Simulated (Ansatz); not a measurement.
**CoC (doublet): wB97M-V, B2PLYP over vertical spin and charge gaps, def2-QZVPP**

Aim: run CoC (doublet) with these functionals over vertical spin and charge gaps, and hold them against the top wave-function level at the same points.

Program: Ansatz 0.2.0, Gaussian basis. Level of theory: def2-QZVPP, all electrons in the functionals, frozen cores in the correlation of double hybrids and RPA. These are calculated values, not measurements.

Plan: wB97M-V, B2PLYP, at charge 0, doublet; charge 0, quartet; charge 1, singlet; charge 1, triplet.

2 further runs of the same task are left out: 2 set aside as unsound or not needed. Runs told in other sessions of the task aren't counted.

### 1 The system

The geometry is a PBE0/def2-TZVP stationary point (not a proven minimum).

2 atoms, charge 0, spin multiplicity 2.

Atoms are counted from 1 here; the program's logs count them from 0.

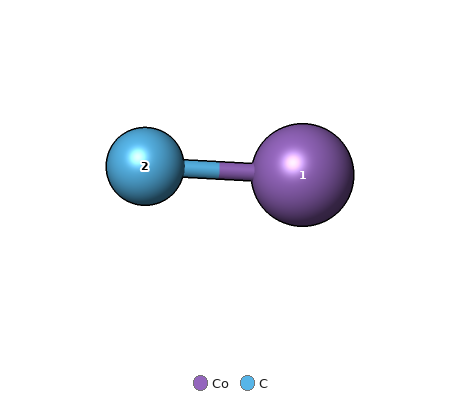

The geometry (cobalt purple, carbon blue); atoms are numbered from 1 in the order of the file.

Coordinates:

```xyz
2

Co    0.0000    0.0000    0.0000
C     0.0000    0.0000    1.6922
```

No dispersion term is added; wB97M-V holds VV10 nonlocal correlation.

The geometry shown and the zero of energy belong to the point charge 0, doublet. The yardstick, UCCSD(T), and other wave-function levels (R restricted, U unrestricted, valence and pair active spaces) come from earlier runs.

### 2 wB97M-V, charge 0, doublet

in.yaml

```yaml
crystal:
  periodic: [false, false, false]
  atoms:
    - {symbol: Co, position_ang: [0.000000, 0.000000, 0.000000]}
    - {symbol: C, position_ang: [0.000000, 0.000000, 1.692200]}
basis:
  gaussian: {orbitals: "def2-QZVPP.json"}
magnetization: {spin_polarized: true, initial_magnetization: 1}
hamiltonian: {xc: {name: wB97M-V}}
output: {orbitals: {seedname: orbitals}}
```

Run with:

```sh
ansatz run in.yaml --threads 2 --pin off --events-out ev --progress --plain --max-ram 24576MiB --backend cuda --devices 0, --max-vram 18GiB
```

The program printed (excerpt; [...] marks lines left out):

```text
Functional definition: wB97M-V
  name "wB97M-V"
  cite "Mardirossian & Head-Gordon, J. Chem. Phys. 144, 214110 (2016) doi:10.1063/1.4952647"
  cite "Becke, J. Chem. Phys. 107, 8554 (1997) doi:10.1063/1.475007"
  cite "Vydrov & Van Voorhis, J. Chem. Phys. 133, 244103 (2010) doi:10.1063/1.3521275"
  # Of w^i u^j: cxij and so on, Table III.
[...]
  gx(w, u) = 1 - cx + cx01*u + cx10*w
  gss(w, u) = css00 + css04*u^4 + css10*w + css20*w^2 + css43*w^4*u^3
  gos(w, u) = cos00 + cos10*w + (cos20 + cos21*u)*w^2 + (cos60 + cos61*u)*w^6
[...]
      + integral(e_c_pw_mod_opposite_spin*gos(b97_w_opposite, b97_u_opposite)) + vv10(b, c)
764 factors; their error is unknown
127 factors; integrals over basis functions are off by at most 1.1e-4 eV
[...]
mean field -38657.25978981 eV, -1420.6280944437 hartree, gradient 4.5e-6 eV, S^2 1.557935; 13 other end points of the search recorded, 0 dependent functions left out
reference -38657.25983159 eV, -1420.6280959792 hartree; 17, 16 occupied and 140, 141 virtual orbitals, 764 factors
Total energy: -38657.25983159 eV, -1420.6280959792 hartree
```

It took 29 s on 1 × H100 (card shared with other runs) with 2 threads of AMD EPYC 7R13, shared host; peak host memory 0.91 GiB.

From the report: ⟨S²⟩ of the determinant 1.558 (pure doublet: 0.75). The determinant of wB97M-V (⟨S²⟩ 1.56) is far from a pure spin state, so its energy mixes those of several spin states; that is harmless only where they are near-degenerate.

### 3 wB97M-V, charge 0, quartet

Edit in.yaml of step 2 so:

```diff
@@ -7,3 +7,3 @@
   gaussian: {orbitals: "def2-QZVPP.json"}
-magnetization: {spin_polarized: true, initial_magnetization: 1}
+magnetization: {spin_polarized: true, initial_magnetization: 3}
 hamiltonian: {xc: {name: wB97M-V}}
```

The command is unchanged.

The program printed (excerpt; [...] marks lines left out):

```text
Functional definition: wB97M-V
  name "wB97M-V"
  cite "Mardirossian & Head-Gordon, J. Chem. Phys. 144, 214110 (2016) doi:10.1063/1.4952647"
  cite "Becke, J. Chem. Phys. 107, 8554 (1997) doi:10.1063/1.475007"
  cite "Vydrov & Van Voorhis, J. Chem. Phys. 133, 244103 (2010) doi:10.1063/1.3521275"
  # Of w^i u^j: cxij and so on, Table III.
[...]
  gx(w, u) = 1 - cx + cx01*u + cx10*w
  gss(w, u) = css00 + css04*u^4 + css10*w + css20*w^2 + css43*w^4*u^3
  gos(w, u) = cos00 + cos10*w + (cos20 + cos21*u)*w^2 + (cos60 + cos61*u)*w^6
[...]
      + integral(e_c_pw_mod_opposite_spin*gos(b97_w_opposite, b97_u_opposite)) + vv10(b, c)
764 factors; their error is unknown
127 factors; integrals over basis functions are off by at most 1.1e-4 eV
[...]
mean field -38656.71324121 eV, -1420.6080091531 hartree, gradient 8.2e-6 eV, S^2 3.824711; 4 other end points of the search recorded, 0 dependent functions left out
reference -38656.71328508 eV, -1420.6080107654 hartree; 18, 15 occupied and 139, 142 virtual orbitals, 764 factors
Total energy: -38656.71328508 eV, -1420.6080107654 hartree
```

Wall time 22 s (1 × H100 (card shared with other runs) with 2 threads of AMD EPYC 7R13, shared host); peak host memory 0.91 GiB.

From the report: ⟨S²⟩ of the determinant 3.825 (pure quartet: 3.75).

From charge 0, doublet: +52.7 kJ/mol.

### 4 wB97M-V, charge 1, singlet

Edit in.yaml of step 3 so:

```diff
@@ -7,3 +7,4 @@
   gaussian: {orbitals: "def2-QZVPP.json"}
-magnetization: {spin_polarized: true, initial_magnetization: 3}
+total_charge: 1
+magnetization: {spin_polarized: true, initial_magnetization: 0}
 hamiltonian: {xc: {name: wB97M-V}}
```

Same command.

The program printed (excerpt; [...] marks lines left out):

```text
Functional definition: wB97M-V
  name "wB97M-V"
  cite "Mardirossian & Head-Gordon, J. Chem. Phys. 144, 214110 (2016) doi:10.1063/1.4952647"
  cite "Becke, J. Chem. Phys. 107, 8554 (1997) doi:10.1063/1.475007"
  cite "Vydrov & Van Voorhis, J. Chem. Phys. 133, 244103 (2010) doi:10.1063/1.3521275"
  # Of w^i u^j: cxij and so on, Table III.
[...]
  gx(w, u) = 1 - cx + cx01*u + cx10*w
  gss(w, u) = css00 + css04*u^4 + css10*w + css20*w^2 + css43*w^4*u^3
  gos(w, u) = cos00 + cos10*w + (cos20 + cos21*u)*w^2 + (cos60 + cos61*u)*w^6
[...]
      + integral(e_c_pw_mod_opposite_spin*gos(b97_w_opposite, b97_u_opposite)) + vv10(b, c)
764 factors; their error is unknown
127 factors; integrals over basis functions are off by at most 1.1e-4 eV
[...]
mean field -38649.45735377 eV, -1420.3413602081 hartree, gradient 2.1e-6 eV, S^2 1.787963; 11 other end points of the search recorded, 0 dependent functions left out
reference -38649.45739558 eV, -1420.3413617446 hartree; 16, 16 occupied and 141, 141 virtual orbitals, 764 factors
Total energy: -38649.45739558 eV, -1420.3413617446 hartree
```

It took 28 s on 1 × H100 (card shared with other runs) with 2 threads of AMD EPYC 7R13, shared host; peak host memory 0.92 GiB.

From the report: ⟨S²⟩ of the determinant 1.788 (pure singlet: 0.00). The determinant of wB97M-V (⟨S²⟩ 1.79) is far from a pure spin state, so its energy mixes those of several spin states; that is harmless only where they are near-degenerate.

From charge 0, doublet: +752.8 kJ/mol.

### 5 wB97M-V, charge 1, triplet

Edit in.yaml of step 4 so:

```diff
@@ -8,3 +8,3 @@
 total_charge: 1
-magnetization: {spin_polarized: true, initial_magnetization: 0}
+magnetization: {spin_polarized: true, initial_magnetization: 2}
 hamiltonian: {xc: {name: wB97M-V}}
```

The command is unchanged.

The program printed (excerpt; [...] marks lines left out):

```text
Functional definition: wB97M-V
  name "wB97M-V"
  cite "Mardirossian & Head-Gordon, J. Chem. Phys. 144, 214110 (2016) doi:10.1063/1.4952647"
  cite "Becke, J. Chem. Phys. 107, 8554 (1997) doi:10.1063/1.475007"
  cite "Vydrov & Van Voorhis, J. Chem. Phys. 133, 244103 (2010) doi:10.1063/1.3521275"
  # Of w^i u^j: cxij and so on, Table III.
[...]
  gx(w, u) = 1 - cx + cx01*u + cx10*w
  gss(w, u) = css00 + css04*u^4 + css10*w + css20*w^2 + css43*w^4*u^3
  gos(w, u) = cos00 + cos10*w + (cos20 + cos21*u)*w^2 + (cos60 + cos61*u)*w^6
[...]
      + integral(e_c_pw_mod_opposite_spin*gos(b97_w_opposite, b97_u_opposite)) + vv10(b, c)
764 factors; their error is unknown
127 factors; integrals over basis functions are off by at most 1.1e-4 eV
[...]
mean field -38649.21339081 eV, -1420.3323947343 hartree, gradient 8.1e-6 eV, S^2 2.263188; 3 other end points of the search recorded, 0 dependent functions left out
reference -38649.21343563 eV, -1420.3323963816 hartree; 17, 15 occupied and 140, 142 virtual orbitals, 764 factors
Total energy: -38649.21343563 eV, -1420.3323963816 hartree
```

Wall time 18 s (1 × H100 (card shared with other runs) with 2 threads of AMD EPYC 7R13, shared host); peak host memory 0.91 GiB.

From the report: ⟨S²⟩ of the determinant 2.263 (pure triplet: 2.00).

From charge 0, doublet: +776.4 kJ/mol.

### 6 B2PLYP, charge 0, doublet

in.yaml

```yaml
crystal:
  periodic: [false, false, false]
  atoms:
    - {symbol: Co, position_ang: [0.000000, 0.000000, 0.000000]}
    - {symbol: C, position_ang: [0.000000, 0.000000, 1.692200]}
basis:
  gaussian: {orbitals: "def2-QZVPP.json"}
magnetization: {spin_polarized: true, initial_magnetization: 1}
hamiltonian: {xc: {name: B2PLYP}}
correlation: {electrons: outside_noble_gas}
```

Same command.

The program printed (excerpt; [...] marks lines left out):

```text
Functional definition: B2PLYP
  name "B2PLYP"
  cite "Grimme, J. Chem. Phys. 124, 034108 (2006) doi:10.1063/1.2148954"
  cite "Becke, Phys. Rev. A 38, 3098 (1988) doi:10.1103/PhysRevA.38.3098"
  cite "Lee, Yang & Parr, Phys. Rev. B 37, 785 (1988) doi:10.1103/PhysRevB.37.785"
[...]
1060 factors; integrals over basis functions are off by at most 1.1e-3 eV
[...]
mean field -38647.04129676 eV, -1420.2525717504 hartree, gradient 3.4e-6 eV, S^2 2.752474; 19 other end points of the search recorded, 0 dependent functions left out
10 core orbitals not correlated: weight in the atoms' cores, before any rotation towards them, 0.999 or more for the frozen orbitals, at most 0.000 for the correlated occupied ones
reference -38647.04141272 eV, -1420.2525760119 hartree; 7, 6 occupied and 140, 141 virtual orbitals, 1060 factors
second order -15.18493189 eV of doubles, -0.00000000 eV of singles
Total energy: -38651.14134433 eV, -1420.4032457195 hartree
```

Run time: 19 s. Hardware: 1 × H100 (card shared with other runs) with 2 threads of AMD EPYC 7R13, shared host; peak host memory 0.89 GiB.

From the report: ⟨S²⟩ of the determinant 2.752 (pure doublet: 0.75). The determinant of B2PLYP (⟨S²⟩ 2.75) is far from a pure spin state, so its energy mixes those of several spin states; that is harmless only where they are near-degenerate.

### 7 B2PLYP, charge 0, quartet

Edit in.yaml of step 6 so:

```diff
@@ -7,3 +7,3 @@
   gaussian: {orbitals: "def2-QZVPP.json"}
-magnetization: {spin_polarized: true, initial_magnetization: 1}
+magnetization: {spin_polarized: true, initial_magnetization: 3}
 hamiltonian: {xc: {name: B2PLYP}}
```

Same command.

The program printed (excerpt; [...] marks lines left out):

```text
Functional definition: B2PLYP
  name "B2PLYP"
  cite "Grimme, J. Chem. Phys. 124, 034108 (2006) doi:10.1063/1.2148954"
  cite "Becke, Phys. Rev. A 38, 3098 (1988) doi:10.1103/PhysRevA.38.3098"
  cite "Lee, Yang & Parr, Phys. Rev. B 37, 785 (1988) doi:10.1103/PhysRevB.37.785"
[...]
1060 factors; integrals over basis functions are off by at most 1.1e-3 eV
[...]
mean field -38646.43695879 eV, -1420.2303627398 hartree, gradient 3.1e-6 eV, S^2 4.851666; 22 other end points of the search recorded, 0 dependent functions left out
10 core orbitals not correlated: weight in the atoms' cores, before any rotation towards them, 0.999 or more for the frozen orbitals, at most 0.000 for the correlated occupied ones
reference -38646.43707652 eV, -1420.2303670662 hartree; 8, 5 occupied and 139, 142 virtual orbitals, 1060 factors
second order -15.67181672 eV of doubles, -0.00000000 eV of singles
Total energy: -38650.66846703 eV, -1420.3858677995 hartree
```

Run time: 38 s. Hardware: 1 × H100 (card shared with other runs) with 2 threads of AMD EPYC 7R13, shared host; peak host memory 0.88 GiB.

From the report: ⟨S²⟩ of the determinant 4.852 (pure quartet: 3.75). The determinant of B2PLYP (⟨S²⟩ 4.85) is far from a pure spin state, so its energy mixes those of several spin states; that is harmless only where they are near-degenerate.

From charge 0, doublet: +45.6 kJ/mol.

### 8 B2PLYP, charge 1, singlet

Edit in.yaml of step 7 so:

```diff
@@ -7,3 +7,4 @@
   gaussian: {orbitals: "def2-QZVPP.json"}
-magnetization: {spin_polarized: true, initial_magnetization: 3}
+total_charge: 1
+magnetization: {spin_polarized: true, initial_magnetization: 0}
 hamiltonian: {xc: {name: B2PLYP}}
```

Same command.

The program printed (excerpt; [...] marks lines left out):

```text
Functional definition: B2PLYP
  name "B2PLYP"
  cite "Grimme, J. Chem. Phys. 124, 034108 (2006) doi:10.1063/1.2148954"
  cite "Becke, Phys. Rev. A 38, 3098 (1988) doi:10.1103/PhysRevA.38.3098"
  cite "Lee, Yang & Parr, Phys. Rev. B 37, 785 (1988) doi:10.1103/PhysRevB.37.785"
[...]
1060 factors; integrals over basis functions are off by at most 1.1e-3 eV
[...]
mean field -38639.42933239 eV, -1419.9728372194 hartree, gradient 9.3e-7 eV, S^2 2.338217; 24 other end points of the search recorded, 0 dependent functions left out
10 core orbitals not correlated: weight in the atoms' cores, before any rotation towards them, 0.999 or more for the frozen orbitals, at most 0.000 for the correlated occupied ones
reference -38639.42945249 eV, -1419.9728416329 hartree; 6, 6 occupied and 141, 141 virtual orbitals, 1060 factors
second order -14.61009552 eV of doubles, -0.00000000 eV of singles
Total energy: -38643.37417828 eV, -1420.1178076319 hartree
```

It took 48 s on 1 × H100 (card shared with other runs) with 2 threads of AMD EPYC 7R13, shared host; peak host memory 0.91 GiB.

From the report: ⟨S²⟩ of the determinant 2.338 (pure singlet: 0.00). The determinant of B2PLYP (⟨S²⟩ 2.34) is far from a pure spin state, so its energy mixes those of several spin states; that is harmless only where they are near-degenerate.

From charge 0, doublet: +749.4 kJ/mol.

### 9 B2PLYP, charge 1, triplet

Edit in.yaml of step 8 so:

```diff
@@ -8,3 +8,3 @@
 total_charge: 1
-magnetization: {spin_polarized: true, initial_magnetization: 0}
+magnetization: {spin_polarized: true, initial_magnetization: 2}
 hamiltonian: {xc: {name: B2PLYP}}
```

The command is unchanged.

The program printed (excerpt; [...] marks lines left out):

```text
Functional definition: B2PLYP
  name "B2PLYP"
  cite "Grimme, J. Chem. Phys. 124, 034108 (2006) doi:10.1063/1.2148954"
  cite "Becke, Phys. Rev. A 38, 3098 (1988) doi:10.1103/PhysRevA.38.3098"
  cite "Lee, Yang & Parr, Phys. Rev. B 37, 785 (1988) doi:10.1103/PhysRevB.37.785"
[...]
1060 factors; integrals over basis functions are off by at most 1.1e-3 eV
[...]
mean field -38639.02360124 eV, -1419.9579268747 hartree, gradient 4.2e-6 eV, S^2 3.190392; 23 other end points of the search recorded, 0 dependent functions left out
10 core orbitals not correlated: weight in the atoms' cores, before any rotation towards them, 0.999 or more for the frozen orbitals, at most 0.000 for the correlated occupied ones
reference -38639.02372358 eV, -1419.9579313705 hartree; 7, 5 occupied and 140, 142 virtual orbitals, 1060 factors
second order -15.42794401 eV of doubles, -0.00000000 eV of singles
Total energy: -38643.18926846 eV, -1420.1110123215 hartree
```

Run time: 37 s. Hardware: 1 × H100 (card shared with other runs) with 2 threads of AMD EPYC 7R13, shared host; peak host memory 0.9 GiB.

From the report: ⟨S²⟩ of the determinant 3.190 (pure triplet: 2.00). The determinant of B2PLYP (⟨S²⟩ 3.19) is far from a pure spin state, so its energy mixes those of several spin states; that is harmless only where they are near-degenerate.

From charge 0, doublet: +767.3 kJ/mol.

### 10 The comparison

No level is safe as a reference over these points; UCCSD(T) serves as a yardstick only. It comes from earlier runs at the same points. Energies in kJ/mol, counted from charge 0, doublet; blanks weren't run or aren't comparable.

| level | doublet to quartet | ionisation to the singlet cation | ionisation to the triplet cation |
| --- | --- | --- | --- |
| UCCSD(T) | 35.1 |  | 748.0 |
| wB97M-V | 52.7 | 752.8 | 776.4 |
| B2PLYP | 45.6 | 749.4 | 767.3 |

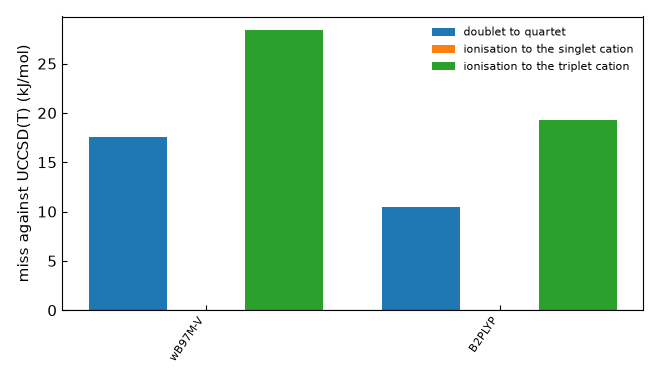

Misses of the gaps against UCCSD(T).

Largest miss and mean time a point (UCCSD(T) took 96 s a point; shared hosts):

| level | largest miss (kJ/mol) | where | time a point |
| --- | --- | --- | --- |
| wB97M-V | +28.4 | ionisation to the triplet cation | 24 s |
| B2PLYP | +19.3 | ionisation to the triplet cation | 35 s |

### 11 Outcome

| quantity | value |
| --- | --- |
| doublet to quartet, UCCSD(T) | 35.1 kJ/mol |
| ionisation to the triplet cation, UCCSD(T) | 748.0 kJ/mol |
| largest miss, wB97M-V | +28.4 kJ/mol (ionisation to the triplet cation) |
| largest miss, B2PLYP | +19.3 kJ/mol (ionisation to the triplet cation) |

In words: Misses are known at 2 of 3 points at best, and only functionals with that many are ranked. Of the functionals, B2PLYP keep the smallest largest miss at the points compared (at most 19.3 kJ/mol) and wB97M-V strays most (28.4 kJ/mol, at ionisation to the triplet cation). wB97M-V, B2PLYP clearly break the spin symmetry at some points (⟨S²⟩ up to 2.34 above the pure value), so energy there is bought with a mixed spin. Functionals and the yardstick converge differently with the basis, so part of each miss in def2-QZVPP is the basis. The yardstick itself may be off where one determinant is a poor start.
